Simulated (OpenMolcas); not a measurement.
# Energy and gradient calculation of CuNH₃F (part 3 of 3)

The same run, continued: CuNH₃F, SMILES [NH3+][Cu-][F]; M06/6-31G, RKS (OpenMolcas 26.06). The geometry: force field.

Geometry of the input (Å):
```
N  -0.3083  0.2633  -0.1607
Cu 0.7788  -0.7161  0.3231
F  1.3773  -1.2898  0.7714
H  -0.7121  -0.0497  -1.0539
H  0.0467  1.2368  -0.4224
H  -1.1404  0.4914  0.4963
```

The program's output, continued:
```
        1 N1     1s         0.0366   -0.0018    0.0035   -0.0563    0.0515    0.0270   -0.0039    0.0490    0.0026    0.0060
        2 N1     2s        -0.0783    0.0020   -0.0032    0.1244   -0.1406   -0.0486    0.0085   -0.0823   -0.0030   -0.0060
        3 N1     *s        -0.1413   -0.0016    0.0251    0.4638   -0.2997   -0.3171    0.0404   -0.5622   -0.0145   -0.0734
        4 N1     2px       -0.2359   -0.0456   -0.0399    0.0848    0.1080    0.0715   -0.1005    0.0515    0.2663   -0.0685
        5 N1     *px       -0.1704    0.0248   -0.0528    0.1655    0.2471    0.1252   -0.1182    0.1239    0.5881   -0.1716
        6 N1     2py        0.2125   -0.0699    0.0105   -0.0729   -0.1056   -0.0634   -0.0979   -0.0594    0.1628   -0.2673
        7 N1     *py        0.1752    0.0032    0.0391   -0.1362   -0.2239   -0.1034   -0.1003   -0.1276    0.3567   -0.6175
        8 N1     2pz       -0.1379    0.0115   -0.0938    0.0561    0.0438   -0.1103   -0.0001    0.0691   -0.2298   -0.2630
        9 N1     *pz       -0.1066   -0.0066    0.0015    0.0463    0.0449   -0.1158    0.0056    0.0740   -0.5061   -0.6246
       10 CU2    1s         0.0077   -0.0021    0.0076    0.0272    0.0052    0.0032   -0.0004    0.0090   -0.0017   -0.0020
       11 CU2    2s         0.0266   -0.0075    0.0273    0.0992    0.0164    0.0310   -0.0040    0.0693   -0.0119   -0.0155
       12 CU2    3s        -0.0893    0.0238   -0.0868   -0.3079   -0.0581   -0.0060    0.0011   -0.0434    0.0088    0.0084
       13 CU2    4s         0.0822   -0.0442    0.1633    0.6389    0.2305    0.4497   -0.0585    0.9858   -0.1760   -0.2420
       14 CU2    *s        -0.0464    0.0288   -0.0956   -0.4354    0.0574    0.5664   -0.0745    1.1565   -0.1922   -0.3170
       15 CU2    2px        0.0359    0.0317   -0.0060   -0.0442   -0.0101   -0.0107    0.0032   -0.0229    0.0142   -0.0029
       16 CU2    3px       -0.1150   -0.0892    0.0226    0.1604    0.0914    0.0271   -0.0137    0.0621   -0.0293    0.0031
       17 CU2    *px        0.0181    0.1365    0.0033    0.0441    0.3640   -0.0660   -0.0274   -0.1295    0.1243   -0.0382
       18 CU2    *px        0.0080    0.0558   -0.0097    0.1503   -0.8636   -0.1323    0.7135    0.4254    0.1521    0.0855
       19 CU2    2py       -0.0319    0.0315    0.0147    0.0432    0.0098    0.0105    0.0006    0.0222    0.0060   -0.0130
       20 CU2    3py        0.1017   -0.0853   -0.0459   -0.1551   -0.0865   -0.0265   -0.0068   -0.0604   -0.0116    0.0287
       21 CU2    *py       -0.0186    0.1527    0.0423   -0.0295   -0.3409    0.0656   -0.0421    0.1239    0.0522   -0.1036
       22 CU2    *py        0.0011    0.0596    0.0228   -0.1376    0.8187    0.1367    0.7888   -0.3176    0.0193   -0.2202
       23 CU2    2pz        0.0118   -0.0057    0.0402   -0.0386   -0.0087   -0.0061    0.0013   -0.0202   -0.0106   -0.0127
       24 CU2    3pz       -0.0398    0.0151   -0.1073    0.1303    0.0632    0.0067   -0.0036    0.0561    0.0199    0.0225
       25 CU2    *pz       -0.0111   -0.0294    0.2033   -0.0333    0.2116   -0.1094    0.0065   -0.0929   -0.0986   -0.1293
       26 CU2    *pz       -0.0088   -0.0142    0.0813    0.0709   -0.5100    0.9658    0.0121   -0.2713   -0.0626   -0.0509
       27 CU2    0320000   -0.0630   -0.2819    0.0936   -0.0176    0.0042   -0.0205    0.0566    0.0336    0.0913   -0.0314
       28 CU2    *200      -0.0405   -0.1624    0.0605    0.0138    0.0315   -0.0108    0.0325    0.0351    0.0499   -0.0231
       29 CU2    0310100   -0.3410    0.0204   -0.2732   -0.0682   -0.0139   -0.0155    0.0143   -0.1660   -0.0155   -0.0498
       30 CU2    *110      -0.1980    0.0120   -0.1578   -0.0481   -0.0204    0.0023    0.0071   -0.0794   -0.0154   -0.0315
       31 CU2    0310001   -0.2166   -0.1736   -0.2447    0.1482    0.0104    0.0869    0.0470    0.0692   -0.0127   -0.0870
       32 CU2    *101      -0.1400   -0.0992   -0.1371    0.0920    0.0179    0.0423    0.0279    0.0277   -0.0081   -0.0538
       33 CU2    0300200   -0.1592    0.2510    0.1578   -0.0054    0.0049   -0.0253   -0.0607    0.0181   -0.0378    0.0703
       34 CU2    *020      -0.0993    0.1407    0.0968    0.0205    0.0318   -0.0131   -0.0355    0.0272   -0.0283    0.0362
       35 CU2    0300101   -0.0283   -0.2347    0.1698   -0.1490   -0.0086   -0.0816    0.0557   -0.0572    0.1007    0.0566
       36 CU2    *011      -0.0085   -0.1329    0.0951   -0.0924   -0.0169   -0.0397    0.0308   -0.0219    0.0582    0.0275
       37 CU2    0300002    0.2256    0.0297   -0.2474    0.0421    0.0018    0.0388    0.0049   -0.0603   -0.0525   -0.0371
       38 CU2    *002       0.1346    0.0154   -0.1342    0.0459    0.0291    0.0262    0.0022   -0.0141   -0.0340   -0.0313
       39 F3     1s        -0.0108    0.0017   -0.0061   -0.0095   -0.0194    0.0128   -0.0015    0.0206    0.0002    0.0006
       40 F3     2s         0.0425   -0.0056    0.0201    0.0146    0.0708   -0.0376    0.0041   -0.0586   -0.0038   -0.0055
       41 F3     *s         0.0278   -0.0006    0.0035    0.0563   -0.0879   -0.0056    0.0015   -0.0238   -0.0042   -0.0027
       42 F3     2px       -0.0261    0.2756   -0.0652    0.2586    0.0861    0.0818   -0.1334    0.0366   -0.1036    0.0086
       43 F3     *px        0.0032    0.2306   -0.0423    0.2767    0.1468    0.0685   -0.1030    0.0736   -0.1294   -0.0059
       44 F3     2py        0.0381    0.2666    0.1396   -0.2366   -0.0815   -0.0825   -0.1347   -0.0525   -0.0373    0.0951
       45 F3     *py        0.0071    0.2301    0.1051   -0.2564   -0.1411   -0.0702   -0.1014   -0.0849   -0.0303    0.1189
       46 F3     2pz       -0.0975   -0.0475    0.3427    0.1101    0.0538   -0.1207   -0.0092    0.1501    0.0675    0.0757
       47 F3     *pz       -0.0535   -0.0441    0.3042    0.1361    0.1130   -0.0835   -0.0093    0.1576    0.0686    0.0718
       48 H4     1s         0.0537    0.0500    0.0987   -0.0524    0.0288    0.0225    0.0060    0.0130   -0.0009   -0.1621
       49 H4     *s         0.0480    0.0723    0.1675   -0.0206    0.0133    0.0991   -0.0146    0.2341   -0.0651   -1.3709
       50 H5     1s         0.0489   -0.1191   -0.0024   -0.0366    0.0388    0.0170   -0.0128    0.0284   -0.1470    0.1138
       51 H5     *s         0.0181   -0.2019    0.0077    0.0014    0.0770    0.1214    0.0071    0.2857   -1.1248    0.9761
       52 H6     1s         0.0482    0.0618   -0.0811    0.0061    0.0595    0.0215   -0.0007    0.0624    0.1702    0.0779
       53 H6     *s         0.0627    0.1069   -0.1401    0.0855    0.1829    0.2100   -0.0423    0.3726    1.2899    0.7269

          Orbital           31        32        33        34        35
          Energy            0.1886    0.2712    0.2743    0.4892    0.5167
          Occ. No.          0.0000    0.0000    0.0000    0.0000    0.0000

        1 N1     1s         0.0819   -0.0002   -0.0014    0.0204   -0.0724
        2 N1     2s        -0.1069   -0.0000    0.0031   -0.0514    0.2507
        3 N1     *s        -1.5885    0.0138    0.0060   -0.8682    1.1736
        4 N1     2px        0.1612    0.0397    0.1253   -0.0838    0.2209
        5 N1     *px        0.3198    0.1179    0.2876   -0.1099    0.5809
        6 N1     2py       -0.1314    0.1246    0.0585    0.0639   -0.1912
        7 N1     *py       -0.2446    0.3047    0.1477    0.0970   -0.5227
        8 N1     2pz        0.1370    0.1104   -0.1287   -0.0338    0.0959
        9 N1     *pz        0.3687    0.2859   -0.3076   -0.0314    0.3287
       10 CU2    1s        -0.0041    0.0002   -0.0002   -0.0243   -0.0208
       11 CU2    2s        -0.0484   -0.0012    0.0033    0.0360    0.0433
       12 CU2    3s        -0.0067   -0.0057    0.0076    0.4563    0.4351
       13 CU2    4s        -0.8750   -0.0424    0.0823    1.2864    2.3590
       14 CU2    *s        -1.7879   -0.0447    0.1085    0.7785    0.9437
       15 CU2    2px        0.0038   -0.0265   -0.0559    0.0151    0.0661
       16 CU2    3px       -0.0397    0.0194    0.0288   -0.3334   -0.0482
       17 CU2    *px       -0.1627   -0.4856   -1.1049   -1.8333    1.2709
       18 CU2    *px        0.9361    0.2953    0.7128    0.5315   -0.3822
       19 CU2    2py       -0.0048   -0.0593   -0.0299   -0.0155   -0.0614
       20 CU2    3py        0.0388    0.0327    0.0217    0.3179    0.0507
       21 CU2    *py        0.1345   -1.1569   -0.5497    1.7219   -1.1376
       22 CU2    *py       -0.8333    0.7635    0.3575   -0.5100    0.3381
       23 CU2    2pz        0.0096   -0.0561    0.0576    0.0171    0.0369
       24 CU2    3pz       -0.0397    0.0362   -0.0368   -0.2421   -0.0608
       25 CU2    *pz       -0.0361   -1.0618    1.0929   -1.1805    0.4726
       26 CU2    *pz        0.4872    0.6843   -0.7182    0.3497   -0.1131
       27 CU2    0320000   -0.0053   -0.0159   -0.0605   -0.0393   -0.0586
       28 CU2    *200      -0.0259   -0.0191   -0.0524   -0.1465    0.0716
       29 CU2    0310100    0.0746   -0.0475    0.0490    0.1468    0.2985
       30 CU2    *110       0.0412   -0.0390    0.0354    0.2140    0.0986
       31 CU2    0310001   -0.0403   -0.0655   -0.0024   -0.1325   -0.1909
       32 CU2    *101      -0.0211   -0.0604    0.0007   -0.1680   -0.0667
       33 CU2    0300200   -0.0039    0.0618    0.0210   -0.0366   -0.0382
       34 CU2    *020      -0.0249    0.0529    0.0211   -0.1382    0.0780
       35 CU2    0300101    0.0298   -0.0147   -0.0573    0.1291    0.1805
       36 CU2    *011       0.0168   -0.0041   -0.0583    0.1614    0.0641
       37 CU2    0300002    0.0205   -0.0444    0.0370   -0.0178    0.0362
       38 CU2    *002      -0.0104   -0.0395    0.0379   -0.0977    0.0995
       39 F3     1s         0.0000   -0.0005    0.0004   -0.0953   -0.0227
       40 F3     2s        -0.0057   -0.0009    0.0023    0.2611    0.0574
       41 F3     *s         0.0332    0.0361   -0.0460    2.1754   -0.0370
       42 F3     2px       -0.0591    0.0657    0.1477   -0.0717   -0.1952
       43 F3     *px       -0.0978    0.1079    0.2585   -0.4341   -0.2415
       44 F3     2py        0.0544    0.1538    0.0717    0.0767    0.1746
       45 F3     *py        0.0961    0.2700    0.1178    0.4178    0.2270
       46 F3     2pz       -0.0504    0.1409   -0.1428   -0.0880   -0.0717
       47 F3     *pz       -0.0957    0.2414   -0.2427   -0.3401   -0.1525
       48 H4     1s         0.1000   -0.0357    0.0124    0.0624    0.0577
       49 H4     *s         1.5919    0.5431   -0.1551   -0.1178    0.0004
       50 H5     1s         0.0654    0.0222    0.0271    0.0595    0.0112
       51 H5     *s         1.2244   -0.3685   -0.4529   -0.0587    0.0017
       52 H6     1s         0.0590    0.0155   -0.0354    0.0833   -0.0502
       53 H6     *s         1.0585   -0.2153    0.5556   -0.0461    0.0202
--

++    Molecular charges:
      ------------------

      Mulliken charges per centre and basis function type
      ---------------------------------------------------

                N1      CU2     F3      H4      H5      H6
      1s       1.9973  2.0004  1.9978  0.5076  0.4924  0.4841
      2s       0.8109  1.9984  1.0115  0.0000  0.0000  0.0000
      2px      0.8784  1.9997  1.2021  0.0000  0.0000  0.0000
      2pz      0.8131  1.9997  1.2086  0.0000  0.0000  0.0000
      2py      0.8553  1.9997  1.2048  0.0000  0.0000  0.0000
      3s       0.0000  1.9730  0.0000  0.0000  0.0000  0.0000
      3px      0.0000  1.9995  0.0000  0.0000  0.0000  0.0000
      3pz      0.0000  1.9999  0.0000  0.0000  0.0000  0.0000
      3py      0.0000  1.9996  0.0000  0.0000  0.0000  0.0000
      4s       0.0000  0.9190  0.0000  0.0000  0.0000  0.0000
      0320000  0.0000  0.8813  0.0000  0.0000  0.0000  0.0000
      0310100  0.0000  1.1049  0.0000  0.0000  0.0000  0.0000
      0310001  0.0000  1.2157  0.0000  0.0000  0.0000  0.0000
      0300200  0.0000  0.8926  0.0000  0.0000  0.0000  0.0000
      0300101  0.0000  1.2196  0.0000  0.0000  0.0000  0.0000
      0300002  0.0000  0.8812  0.0000  0.0000  0.0000  0.0000
      *s       0.9001  0.5710  0.9517  0.1148  0.1430  0.1382
      *110     0.0000  0.5319  0.0000  0.0000  0.0000  0.0000
      *px      0.5901  0.1547  0.5272  0.0000  0.0000  0.0000
      *101     0.0000  0.5687  0.0000  0.0000  0.0000  0.0000
      *pz      0.5302  0.2358  0.5466  0.0000  0.0000  0.0000
      *020     0.0000  0.3652  0.0000  0.0000  0.0000  0.0000
      *py      0.5673  0.1732  0.5323  0.0000  0.0000  0.0000
      *011     0.0000  0.5730  0.0000  0.0000  0.0000  0.0000
      *200     0.0000  0.3614  0.0000  0.0000  0.0000  0.0000
      *002     0.0000  0.3754  0.0000  0.0000  0.0000  0.0000
      Total    7.9427 28.9945  9.1826  0.6225  0.6354  0.6223

      N-E     -0.9427  0.0055 -0.1826  0.3775  0.3646  0.3777

      Total electronic charge=   48.000000

      Total            charge=   -0.000000
--

++    Molecular properties:
      ---------------------

      Charge (e):
                      =   -0.0000
      Dipole Moment (debye):
      Origin of the operator (angstrom)=    0.6977   -0.6487    0.3209
                   X= -1.9767E+00               Y=  1.7507E+00               Z= -5.7803E-01           Total=  2.7031E+00
      Quadrupole Moment (debye*angstrom):
      Origin of the operator (angstrom)=    0.6977   -0.6487    0.3209
                  XX= -2.3848E+01              XY= -3.3393E+00              XZ=  1.4112E+00              YY= -2.4460E+01
                  YZ= -1.4318E+00              ZZ= -2.6539E+01
      In traceless form (debye*angstrom)
                  XX=  1.6515E+00              XY= -5.0089E+00              XZ=  2.1168E+00              YY=  7.3348E-01
                  YZ= -2.1477E+00              ZZ= -2.3850E+00
--

--- Stop Module: scf /rc=_RC_ALL_IS_WELL_ ---
--- Module scf spent 4 seconds ---

--- Start Module: alaska ---

                                              &ALASKA

                       available to each process: 1.9 GB of memory, 1 thread

                     Threshold for contributions to the gradient: 1.000E-07

                    ********************************************
                    * Symmetry Adapted Cartesian Displacements *
                    ********************************************

           Irreducible representation : a
           Basis function(s) of irrep: x, y, xy, Rz, z, xz, Ry, yz, Rx, I

 Basis Label        Type   Center Phase
   1   N1           x         1     1
   2   N1           y         1     1
   3   N1           z         1     1
   4   CU2          x         2     1
   5   CU2          y         2     1
   6   CU2          z         2     1
   7   F3           x         3     1
   8   F3           y         3     1
   9   F3           z         3     1
  10   H4           x         4     1
  11   H4           y         4     1
  12   H4           z         4     1
  13   H5           x         5     1
  14   H5           y         5     1
  15   H5           z         5     1
  16   H6           x         6     1
  17   H6           y         6     1
  18   H6           z         6     1

                     No automatic utilization of translational and rotational invariance of the energy is employed.

 DFT contribution computed for a moving grid.

 Conventional ERI gradients!

 **************************************************
 *              Molecular gradients               *
 **************************************************

  Irreducible representation: a
 ------------------------------------------------------------------------------------------
                              X                       Y                       Z
 ------------------------------------------------------------------------------------------
  N1                2.53530078236338E-01   -2.55802859500768E-01    1.21147271791662E-01
  CU2               3.27233181042122E+00   -3.14033794429357E+00    2.45411181872318E+00
  F3               -3.51989249343075E+00    3.36785377345425E+00   -2.59586902680597E+00
  H4                1.48250647594015E-02   -1.29432660797679E-04    5.38749300531549E-03
  H5                7.63957818168182E-03    1.57818401157352E-02   -7.65419061386607E-03
  H6               -2.84340381679140E-02    1.26346228850707E-02    2.28766338996254E-02
 ------------------------------------------------------------------------------------------

--- Stop Module: alaska /rc=_RC_ALL_IS_WELL_ ---
--- Module alaska spent 2 seconds ---

.##################.
.# Happy landing! #.
.##################.

    Timing: Wall=7.83 User=6.22 System=1.08
```

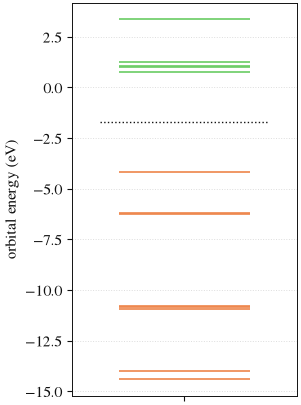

Figure 1. Orbital energies near the frontier; the dotted line parts filled from empty levels, and levels within 0.02 eV of each other stand side by side. Highest filled −4.18 eV, lowest empty 0.76 eV, 4.94 eV apart.

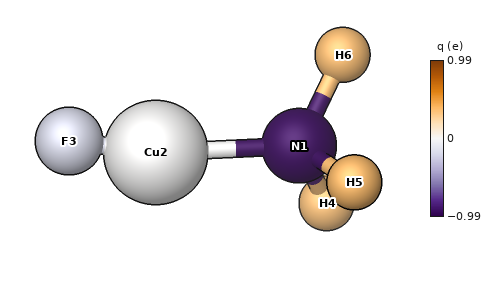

Figure 2. Mulliken charges, as the colour of each atom (ball-and-stick view, seen on its broad side; atoms are numbered from 1 in the order of the input). By element: N −0.94, Cu +0.01, F −0.18 and H +0.36 to +0.38 e.
